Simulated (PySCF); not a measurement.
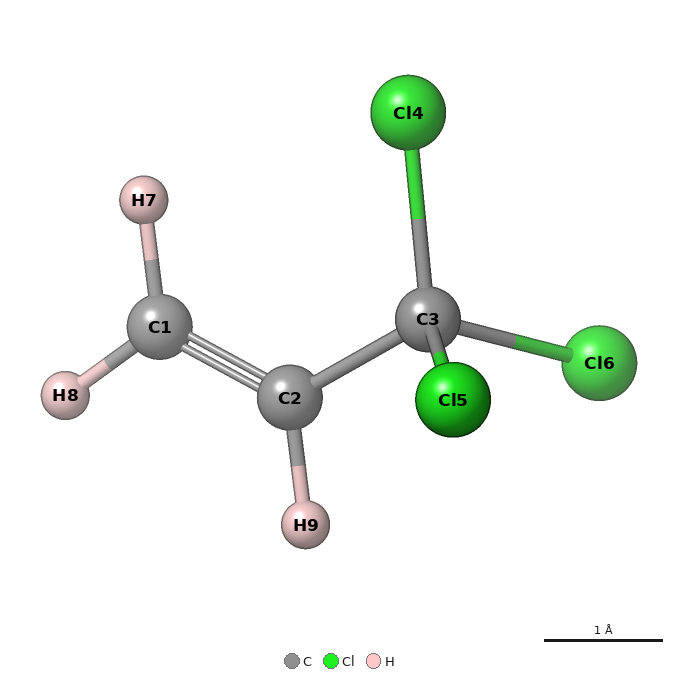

Orthographic view. Depth is shown by fading: the farther an atom, the more it takes the colour of the background. The computed structure is the end point of a PBE0-D3(BJ)/def2-SVP optimisation. No frequency run is at hand to confirm it as a minimum.

Write a MOL file (V2000) with the atoms in numerical order, bonds sorted by atom number with the orders drawn, and coordinates in the frame of the picture: x right, y up, z towards the viewer, origin at the mean position.

```
C3H3Cl3
                    3D

  9  8  0  0  0  0  0  0  0  0999 V2000
   -1.3400    0.0900   -0.6100 C   0  0  0  0  0  0  0  0  0  0  0  0
   -0.2300   -0.5100   -0.1800 C   0  0  0  0  0  0  0  0  0  0  0  0
    0.9500    0.1600    0.4600 C   0  0  0  0  0  0  0  0  0  0  0  0
    0.7800    1.9200    0.5900 Cl  0  0  0  0  0  0  0  0  0  0  0  0
    1.1600   -0.5300    2.1000 Cl  0  0  0  0  0  0  0  0  0  0  0  0
    2.4000   -0.2200   -0.5100 Cl  0  0  0  0  0  0  0  0  0  0  0  0
   -1.4700    1.1700   -0.5100 H   0  0  0  0  0  0  0  0  0  0  0  0
   -2.1400   -0.4900   -1.0600 H   0  0  0  0  0  0  0  0  0  0  0  0
   -0.1000   -1.5900   -0.2800 H   0  0  0  0  0  0  0  0  0  0  0  0
  1  2  2  0
  1  7  1  0
  1  8  1  0
  2  3  1  0
  2  9  1  0
  3  4  1  0
  3  5  1  0
  3  6  1  0
M  END
```
